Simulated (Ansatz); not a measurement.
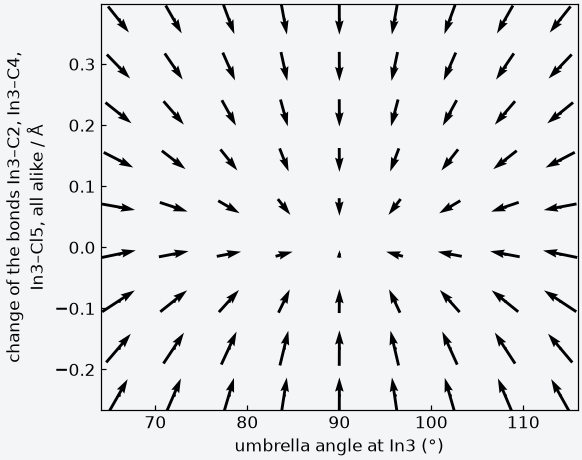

C3H4ClIn, SMILES C#[C][In]([CH3])[Cl]. The first coordinate is: umbrella angle at In3 (between each of its bonds and their common axis; 90 is planar); the second: change of the bonds In3–C2, In3–C4, In3–Cl5, all alike. Nothing is relaxed (all other coordinates rigid). Grid: 9 × 9 points. Points are written as (first, second). All numbers below come from Ansatz, RKS PBE0-D4/def2-SVP.

The picture shows dots at the grid points, arrows along the force (downhill), their lengths compressed.

### The arrows alone are given. Where is the energy lowest?

The arrows converge at about (90°, 0.000 Å) (read from the interpolated surface).

The energy map of the same scan:

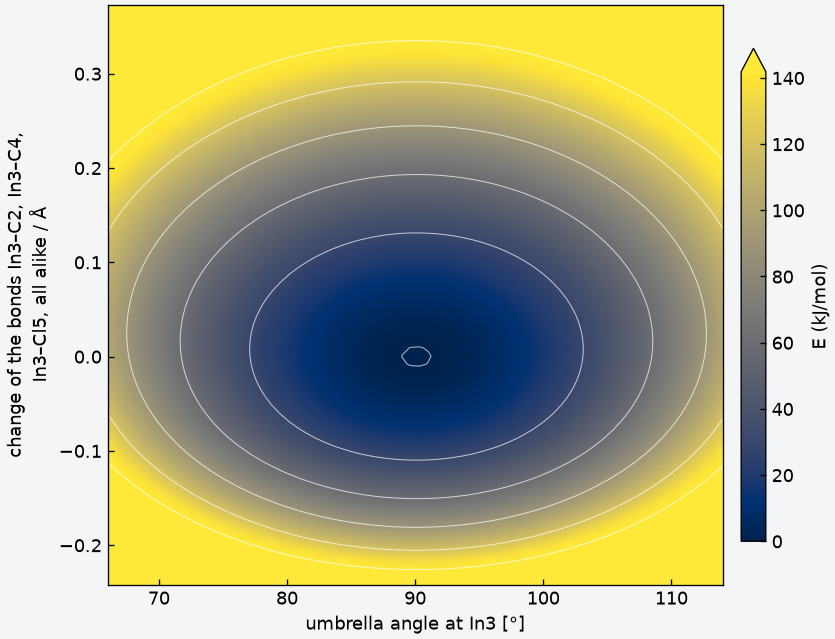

Energies are in kJ/mol, from the lowest grid point; between grid points the surface is interpolated.
